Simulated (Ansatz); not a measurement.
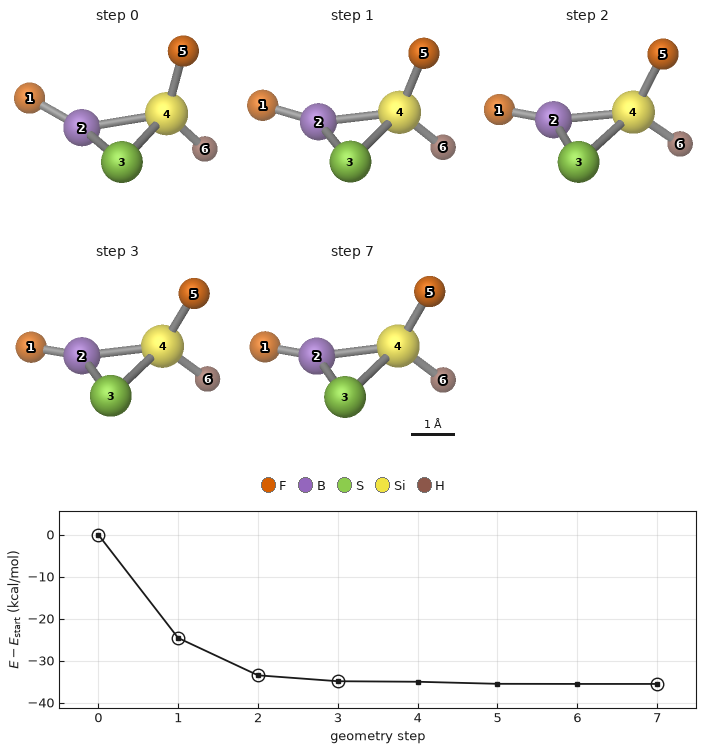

Frames of a relaxation of BSiHSF$_{2}$, marked on the history of the run. A ball-and-stick model, seen at a tilt.

The run prepares the start of a later molecular dynamics calculation, from a guessed geometry.

Theory: Ansatz 0.2.0, RKS PBE-D4/6-31G*. Settings: no spin polarisation; force threshold 0.02 eV/Å; at most 40 steps.

**Describe the path.**

The energy falls by 35.5 kcal/mol in 7 geometry steps. The largest force component goes from 3.8 to 0.016 eV/Å. F1 moves most after the best rigid fit: 0.32 Å. Largest moves by element: F 0.32 Å, S 0.30 Å, B 0.19 Å, H 0.16 Å, Si 0.14 Å. Near-neighbour distances that change, for instance: B2–S3 1.994 → 1.807 Å, F1–B2 1.504 → 1.321 Å, S3–Si4 2.100 → 2.205 Å, B2–Si4 2.030 → 1.932 Å. Among the angles between lasting bonds that change: F5–Si4–H6 124.7° → 106.5°, F1–B2–Si4 139.0° → 153.9°, F1–B2–S3 147.1° → 133.9°. From step 0 to 1: F1 moves most (0.19 Å), energy −24.6 kcal/mol. From step 1 to 2: S3 moves most (0.18 Å), energy −8.90 kcal/mol. From step 2 to 3: F atoms move most (0.09 Å), energy −1.41 kcal/mol. From step 3 to 7: S3 moves most (0.06 Å), energy −0.65 kcal/mol.
